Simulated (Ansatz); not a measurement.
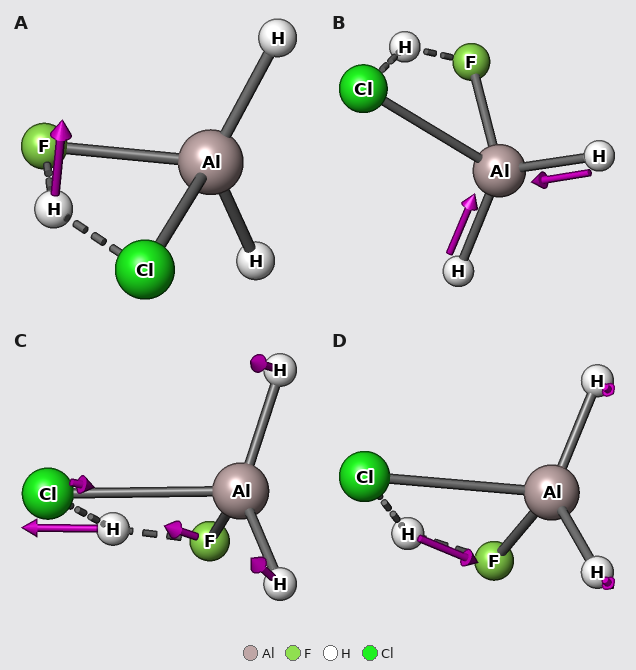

4 normal modes of one molecule or complex, as arrows. Broken sticks mark bonds that form or break. Harmonic vibrations computed with RKS PBE0-D4/def2-TZVP (Ansatz 0.2.0) at a stationary point of the same level. It is a saddle point of order 1.

Match the panels to the wavenumbers 505i cm⁻¹, 518 cm⁻¹, 821 cm⁻¹, 1973 cm⁻¹.

A: 821 cm⁻¹
B: 1973 cm⁻¹
C: 518 cm⁻¹
D: 505i cm⁻¹
